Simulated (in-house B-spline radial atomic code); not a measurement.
**Kr³⁰⁺: ionisation energy by several methods**

Aim: the ionisation energy of Kr³⁰⁺ by several methods, each as the difference of two self-consistent energies (Kr³⁰⁺ and the next ion, [He] 2s2 2p1).

The numbers are computed with in-house B-spline radial atomic code version 1 (non-relativistic, several functionals, spin-polarised; spherical all-electron atom at the radial basis limit), except any that are marked as measured or tabulated.

## 1. Starting point

```
element       : krypton (Z = 36)
charge        : +30
electrons     : 6
configuration : [He] 2s2 2p2
nucleus       : point
```

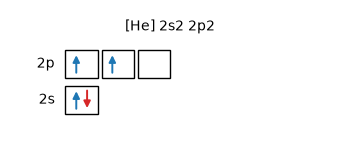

The shells outside the core, filled by Hund's rule for the drawing.

Where spins are not typed, each open shell is filled with up spins first.

## 2. r2SCAN, a meta-GGA

The run's settings:

```ini
Z = 36
electrons = 6.0
configuration = [He] 2s2 2p2
hamiltonian = nr
method = r2scan
spin_polarised = True
```

## 3. PW91, a GGA

The run's settings:

```ini
Z = 36
electrons = 6.0
configuration = [He] 2s2 2p2
hamiltonian = nr
method = pw91,pw91
spin_polarised = True
```

## 4. BLYP, a GGA

The run's settings:

```ini
Z = 36
electrons = 6.0
configuration = [He] 2s2 2p2
hamiltonian = nr
method = b88,lyp
spin_polarised = True
```

## 5. PBEsol, a GGA

The run's settings:

```ini
Z = 36
electrons = 6.0
configuration = [He] 2s2 2p2
hamiltonian = nr
method = pbesol
spin_polarised = True
```

## 6. OLYP, a GGA

The run's settings:

```ini
Z = 36
electrons = 6.0
configuration = [He] 2s2 2p2
hamiltonian = nr
method = optx,lyp
spin_polarised = True
```

The tabulated ionisation energy is 3584 ± 4 eV (semi-empirical; NIST Atomic Spectra Database). What does each method give, and which comes nearest?

The runs gave:

| method | rung | total energy (hartree) | ΔSCF (eV) | −ε highest (eV) | ΔSCF less tabulated (eV) |
| --- | --- | --- | --- | --- | --- |
| PW91 | GGA | -1829.6694 | 3538.51 | 3464.84 (2p up) | -45.49 |
| BLYP | GGA | -1829.8087 | 3538.60 | 3464.84 (2p up) | -45.40 |
| PBEsol | GGA | -1828.1545 | 3536.07 | 3462.56 (2p up) | -47.93 |
| OLYP | GGA | -1829.8199 | 3540.15 | 3467.43 (2p up) | -43.85 |
| r2SCAN | meta-GGA | -1829.5535 | 3540.55 | 3469.39 (2p up) | -43.45 |

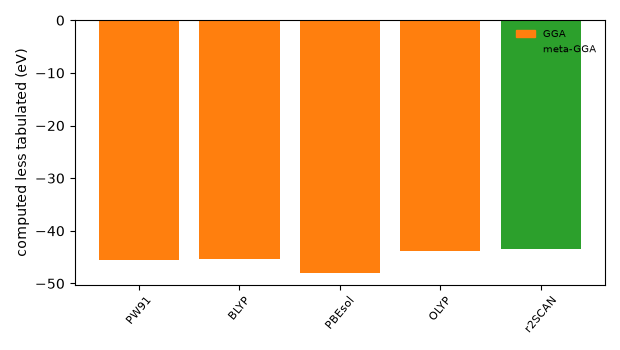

Error of each method against the tabulated value; one colour a rung.

What this shows: The tabulated ionisation energy is 3584 ± 4 eV (semi-empirical; NIST Atomic Spectra Database). r2SCAN comes nearest (-43.45 eV) and PBEsol is farthest (-47.93 eV, 1.3 %). All methods miss on the same side by much the same amount, which points to something that they share. These runs lack relativity altogether, which can outweigh the gaps between the methods, so the nearest may be so by luck. These runs leave out relativity, which matters at this nuclear charge. Open shells are averaged (over orientations, and over spins where the run is restricted), while tables refer to the lowest levels.

Members of this set that are not shown: 2 used exact exchange with fractional occupations of an open shell, which is unsound here.
